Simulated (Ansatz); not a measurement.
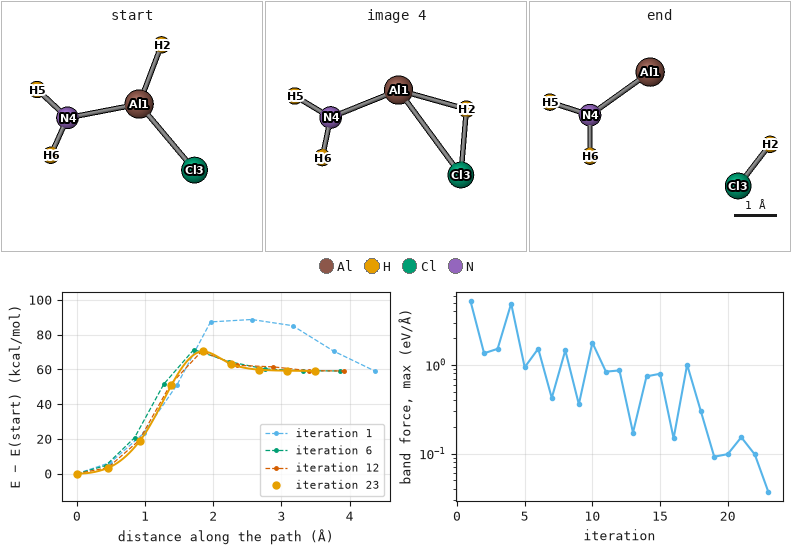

NEB run on AlNH₃Cl. Images are numbered from 0 (start) to 8 (end). The plot follows the band through its iterations. Style: ball-and-stick. Shown at a tilt.

The calculation used Ansatz, RKS B3LYP/def2-SVP. Settings: 7 movable images; climbing image; force threshold 0.05 eV/Å; iteration limit 60; starting path through a guess of the saddle point.

How did the profile develop, and is the result final?

The result is final at these settings. The band converged in 23 iterations. The largest component of the band force went from 5.2 to 0.037 eV/Å. The climbing image converged on the top of the path. Its vibrational analysis gives one imaginary mode (875i cm⁻¹), as a transition state must have. The first iteration put the highest image at 88.7 kcal/mol. The energy climbs by 70.4 kcal/mol to image 4 and then falls by 11.3 kcal/mol, so the end point sits at +59.1 kcal/mol.
